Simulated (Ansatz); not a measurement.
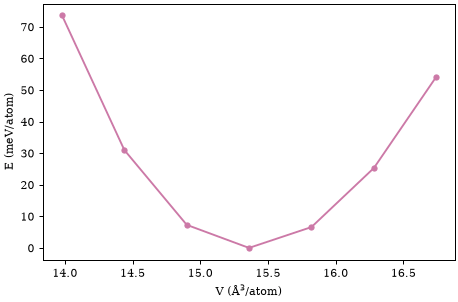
Figure: Zr2C in space group P4/nmm (No. 129; Zr on 2a, Zr on 2c, C on 2c) under volume change, r²SCAN (plane waves, PAW; program Ansatz), shape and atoms relaxed at each volume.

What does a third-order Birch–Murnaghan fit give for V₀, B₀ and B′?

V₀ = 15.36 Å³/atom, B₀ = 162 GPa, B′ = 4.1.

A made-up cell: these elements were put on the sites of a structure type; neither database checked (COD, Materials Project) lists it. Its standing as an ambient phase is unchecked. The cell was relaxed with r²SCAN under the symmetry of its start; whether a distortion lowers the energy is not shown. The run is not spin-polarised.

Potentials: the later of the program's two PAW sets.
